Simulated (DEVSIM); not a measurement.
Device: Au/SiON/p-Ge capacitor, at 300 K.

| layer (left to right) | material | thickness (nm) | Na (cm⁻³) |
|---|---|---|---|
| 1 | SiON | 4.60 | - |
| 2 | Ge | 8700 | 4.7e15 |

Metal gate on the left, work function 5.1 eV. Fixed charge at the semiconductor interface 3.4e11 cm⁻² (in units of +e); interface traps 2e12 cm⁻² eV⁻¹, uniform in energy, neutral level at 0.5 of the gap above the valence band.

The device is made up for the run: typed textbook-type constants, with dimensions and the other settings drawn at random. Values at 300 K.

| parameter | SiON | Ge |
|---|---|---|
| gap (eV) | 7 | 0.664 |
| affinity (eV) | 1.4 | 4 |
| permittivity | 5.5 | 16 |
| Nc (cm⁻³) | - | 1.04e19 |
| Nv (cm⁻³) | - | 6e18 |

DEVSIM, 1D Poisson equation in equilibrium, Boltzmann statistics, complete ionisation; no quantum confinement or tunnelling. Metal contacts follow the ideal Schottky-Mott rule: no Fermi-level pinning, no interface dipoles.

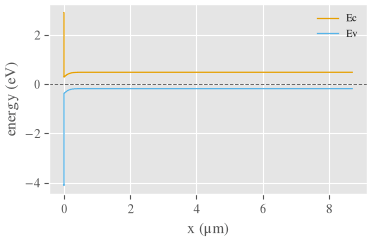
Band edges at 0.8 V on the gate

Energies count from the Fermi level of the right contact; mesh points crowd at the junctions.

```
x (μm)    Ec (eV)  Ev (eV)  n (cm⁻³)  p (cm⁻³)  field (V/cm)
--------  -------  -------  --------  --------  ------------
0.000       2.900   -4.100     < 1e2     < 1e2        -39000
0.001225    2.895   -4.105     < 1e2     < 1e2        -39000
0.002880    2.889   -4.111     < 1e2     < 1e2        -39000
0.004271    2.883   -4.117     < 1e2     < 1e2        -39000
0.006147    0.284   -0.380    1.8e14    2.5e12         13000
0.009757    0.289   -0.375    1.5e14    3.0e12         13000
0.01769     0.299   -0.365    9.8e13    4.5e12         13000
0.04704     0.334   -0.330    2.5e13    1.7e13         11000
0.1052      0.391   -0.273    2.8e12    1.6e14          8200
0.2409      0.460   -0.204    2.0e11    2.2e15          2500
0.5390      0.479   -0.185    9.4e10    4.6e15            44
1.642       0.479   -0.185    9.3e10    4.7e15           ≈ 0
3.827       0.479   -0.185    9.3e10    4.7e15           ≈ 0
6.570       0.479   -0.185    9.3e10    4.7e15           ≈ 0
8.008       0.479   -0.185    9.3e10    4.7e15           ≈ 0
8.396       0.479   -0.185    9.3e10    4.7e15           ≈ 0
8.573       0.479   -0.185    9.3e10    4.7e15           ≈ 0
8.649       0.479   -0.185    9.3e10    4.7e15           ≈ 0
8.687       0.479   -0.185    9.3e10    4.7e15           ≈ 0
8.697       0.479   -0.185    9.3e10    4.7e15           ≈ 0
8.702       0.479   -0.185    9.3e10    4.7e15           ≈ 0
8.705       0.479   -0.185    9.3e10    4.7e15           ≈ 0
```
